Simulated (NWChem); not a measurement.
# doublet CO+ at 4 levels

We compute a comparison of 4 runs (UHF/STO-3G, UHF/3-21G, UB3LYP/6-31G*) of doublet CO+. 

The results are computed with NWChem 7.3.0.

### Step 1. The structure to begin with

The species is CO+ (2 atoms), typed as a doublet with charge +1. As SMILES of the parent species, `[C-]#[O+]`. The shape is that of a PBE0-D4/def2-TZVP optimisation. That shape belongs to the parent species and isn't relaxed for this state.

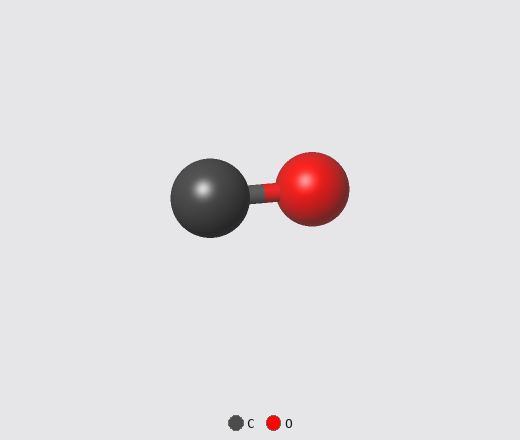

The structure, seen from a chosen angle (carbon dark grey, oxygen red).

### Step 2. A single-point energy at UHF/STO-3G (run 1)

The input, sp.xyz:

```xyz
2
CO energy
C      0.479900    -0.155100     0.247200
O     -0.479900     0.155100    -0.247200
```

The input, sp.nw:

```
start sp
title "CO energy"
memory 2200 mb
charge 1
geometry units angstroms noautosym nocenter noautoz
  load format xyz sp.xyz
end
basis spherical bse
  * library STO-3G
end
scf
  doublet
  uhf
  thresh 1e-08
  maxiter 80
end
task scf energy
```

Launch:

```bash
$ nwchem sp.nw > sp.out
```

The log of the run:

```text
Northwest Computational Chemistry Package (NWChem) 7.3.0
             --------------------------------------------------------

           Job information
           ---------------

    nwchem branch   = 7.3.0
    use scalapack   = T
    input           = sp.nw
    prefix          = sp.
    data base       = ./sp.db
    status          = startup
    nproc           =        1

           Memory information
           ------------------

    heap     =     72089600 doubles =      550.0 Mbytes
    stack    =     72089597 doubles =      550.0 Mbytes
    global   =    144179200 doubles =     1100.0 Mbytes (distinct from heap & stack)
    total    =    288358397 doubles =     2200.0 Mbytes
    verify   = yes
    hardfail = no

[... 33 lines left out ...]
            Nuclear Dipole moment (a.u.)
[... 76 lines left out ...]
 1-e energy   =    -184.195173
[... 7 lines left out ...]
         Quadratically convergent UHF
[... 14 lines left out ...]
       Final UHF  results
[... 3 lines left out ...]
      One electron energy =   -189.788064852747
[... 1 line left out ...]
 Nuclear repulsion energy =     22.611784931054
[... 22 lines left out ...]
          Final beta eigenvalues
[... 87 lines left out ...]
                     UHF Final Beta Molecular Orbital Analysis
[... 104 lines left out ...]
   Mulliken analysis of the spin density
   -------------------------------------

    Atom       Charge   Shell Charges
 -----------   ------   -------------------------------------------------------
    1 C    6     1.88   0.00  0.58  1.30
    2 O    8    -0.88  -0.00 -0.04 -0.84

       Multipole analysis of the density wrt the origin
       ------------------------------------------------

     L   x y z        total         alpha         beta         nuclear
     -   - - -        -----         -----         ----         -------
     0   0 0 0      1.000000     -7.000000     -6.000000     14.000000

     1   1 0 0      0.717923     -0.259821      2.791503     -1.813759
[... 8 lines of this table left out ...]
     2   0 0 2     -5.702360     -5.216481     -3.540959      3.055080

 Task  times  cpu:        0.9s     wall:        0.9s
 Total times  cpu:        1.0s     wall:        1.0s
```

It took 2.2 s on 1 thread of Intel Xeon at 2.50GHz (Skylake/Cascade Lake), shared host; peak memory 0.099 GiB.

### Step 3. The energy at UHF/3-21G (run 2)

The input, a.nw:

```
start a
memory 2200 mb
charge 1
geometry units angstroms noautosym nocenter noautoz
  C     0.479900   -0.155100    0.247200
  O    -0.479900    0.155100   -0.247200
end
basis spherical bse
  * library 3-21G
end
scf
  doublet
  uhf
  thresh 1e-08
  maxiter 80
end
task scf energy
```

Launch:

```bash
$ nwchem a.nw > a.out
```

The log of the run:

```text
Northwest Computational Chemistry Package (NWChem) 7.3.0
             --------------------------------------------------------

           Job information
           ---------------

    nwchem branch   = 7.3.0
    use scalapack   = T
    input           = a.nw
    prefix          = a.
    data base       = ./a.db
    status          = startup
    nproc           =        1

           Memory information
           ------------------

    heap     =     72089600 doubles =      550.0 Mbytes
    stack    =     72089597 doubles =      550.0 Mbytes
    global   =    144179200 doubles =     1100.0 Mbytes (distinct from heap & stack)
    total    =    288358397 doubles =     2200.0 Mbytes
    verify   = yes
    hardfail = no

[... 30 lines left out ...]
            Nuclear Dipole moment (a.u.)
[... 74 lines left out ...]
 1-e energy   =    -183.269241
[... 7 lines left out ...]
         Quadratically convergent UHF
[... 14 lines left out ...]
       Final UHF  results
[... 3 lines left out ...]
      One electron energy =   -191.208107737332
[... 1 line left out ...]
 Nuclear repulsion energy =     22.611784931054
[... 29 lines left out ...]
          Final beta eigenvalues
[... 153 lines left out ...]
                     UHF Final Beta Molecular Orbital Analysis
[... 167 lines left out ...]
   Mulliken analysis of the spin density
   -------------------------------------

    Atom       Charge   Shell Charges
 -----------   ------   -------------------------------------------------------
    1 C    6     1.82   0.01  0.17  0.76  0.46  0.42
    2 O    8    -0.82  -0.00 -0.01 -0.42 -0.03 -0.35

       Multipole analysis of the density wrt the origin
       ------------------------------------------------

     L   x y z        total         alpha         beta         nuclear
     -   - - -        -----         -----         ----         -------
     0   0 0 0      1.000000     -7.000000     -6.000000     14.000000

     1   1 0 0      0.930087     -0.067768      2.811614     -1.813759
[... 8 lines of this table left out ...]
     2   0 0 2     -5.929193     -5.356831     -3.627442      3.055080

 Task  times  cpu:        2.1s     wall:        2.1s
 Total times  cpu:        2.2s     wall:        2.2s
```

It took 3.9 s on 1 thread of Intel Xeon at 2.50GHz (Skylake/Cascade Lake), shared host; peak memory 0.098 GiB.

Run 3 isn't shown in full; the table further down has it.

### Step 4. The energy at UB3LYP/6-31G(d) (Cartesian functions) (run 4)

The input, run.py:

```python
from ase import Atoms
from ase.calculators.nwchem import NWChem

mol = Atoms(['C', 'O'], positions=[
    [0.479900, -0.155100, 0.247200],
    [-0.479900, 0.155100, -0.247200],
])

calc = NWChem(
    label='work',
    theory='dft',
    memory='2200 mb',
    basis='6-31G*',
    charge=1,
    dft={'xc': 'b3lyp', 'mult': '2', 'grid': 'xfine', 'convergence': 'energy 1e-08', 'iterations': '100', 'mulliken': None},
    task='energy',
)
mol.calc = calc

print("Total energy (eV):", round(mol.get_potential_energy(), 6))
```

Launch:

```bash
$ export ASE_NWCHEM_COMMAND="nwchem PREFIX.nwi > PREFIX.nwo"
$ python run.py
```

The log of the run:

```text
Total energy (eV): -3069.268996
```

The calculator wrote work.nwi:

```
title "work"

permanent_dir work

scratch_dir work

start work

geometry units angstrom nocenter noautosym noautoz
  C  4.7989999999999999e-01 -1.5509999999999999e-01 2.4720000000000000e-01
  O  -4.7989999999999999e-01 1.5509999999999999e-01 -2.4720000000000000e-01
end

charge 1

memory 2200 mb

basis noprint
   * library 6-31G*
end

dft
  xc b3lyp
  mult 2
  grid xfine
  convergence energy 1e-08
  iterations 100
  mulliken
end

task dft energy
```

work.nwo:

```text
Northwest Computational Chemistry Package (NWChem) 7.3.0
             --------------------------------------------------------

           Job information
           ---------------

    nwchem branch   = 7.3.0
    use scalapack   = T
    input           = work.nwi
    prefix          = work.
    data base       = work/work.db
    status          = startup
    nproc           =        1

           Memory information
           ------------------

    heap     =     72089598 doubles =      550.0 Mbytes
    stack    =     72089595 doubles =      550.0 Mbytes
    global   =    144179200 doubles =     1100.0 Mbytes (distinct from heap & stack)
    total    =    288358393 doubles =     2200.0 Mbytes
    verify   = yes
    hardfail = no

[... 72 lines left out ...]
  convergence criterion.
[... 17 lines left out ...]
          Convergence on gradient requested:  5.00D-04
[... 25 lines left out ...]
          Convergence aids based upon iterative change in
[... 30 lines left out ...]
 1-e energy   =    -183.802506
[... 61 lines left out ...]
         Total DFT energy =     -112.793556080433
[... 2 lines left out ...]
    Exchange-Corr. energy =      -13.504706363330
[... 220 lines left out ...]
                     DFT Final Beta Molecular Orbital Analysis
[... 271 lines left out ...]
 center of mass
 --------------
 x =  -0.12941288 y =   0.04182525 z =  -0.06666152

 moments of inertia (a.u.)
 ------------------
           8.340592830067           7.289608119150         -11.618253559341
           7.289608119150          28.539663093044           3.754930458541
         -11.618253559341           3.754930458541          24.910961153913

     Multipole analysis of the density
     ---------------------------------

     L   x y z        total         alpha         beta         nuclear
     -   - - -        -----         -----         ----         -------
     0   0 0 0      1.000000     -7.000000     -6.000000     14.000000

     1   1 0 0      0.791298      0.507775      2.097283     -1.813759
[... 8 lines of this table left out ...]
     2   0 0 2     -5.619789     -4.998170     -3.676700      3.055080

 Task  times  cpu:       13.9s     wall:       13.9s
 Total times  cpu:       14.2s     wall:       14.2s
```

Run time: 19 s. Hardware: 1 thread of Intel Xeon at 2.50GHz (Skylake/Cascade Lake), shared host; peak memory 0.11 GiB.

### Step 5. Overview of the runs

| run | level | SCF iteration cap | module | integration grid | energy (Eh) | HOMO energy (eV) | LUMO energy (eV) | ⟨S²⟩ | wall time |
| --- | --- | --- | --- | --- | --- | --- | --- | --- | --- |
| 1 | UHF/STO-3G | 80 | scf | – | -110.818296 | -27.27 | -9.51 | 1.131 | 2.2 s |
| 2 | UHF/3-21G | 80 | scf | – | -111.615755 | -27.41 | -10.97 | 1.069 | 3.9 s |
| 3 | UB3LYP/6-31G* (spherical functions) | 100 | dft | xfine | -112.791313 | -23.39 | -17.70 | 0.765 | 19 s |
| 4 | UB3LYP/6-31G* (Cartesian functions) | 100 | dft | xfine | -112.793556 | -23.39 | -17.70 | 0.765 | 19 s |

### Step 6. Results

```
                                 quantity          value
                      run 4: total energy  -112.79356 Eh
run 4: HOMO energy (highest over α and β)      -23.39 eV
 run 4: LUMO energy (lowest over α and β)      -17.70 eV
                              run 4: ⟨S²⟩          0.765
```

**Reading.** Spin contamination: run 1 ⟨S²⟩ = 1.13, run 2 ⟨S²⟩ = 1.07. All runs together took 45 s, the longest 19 s.
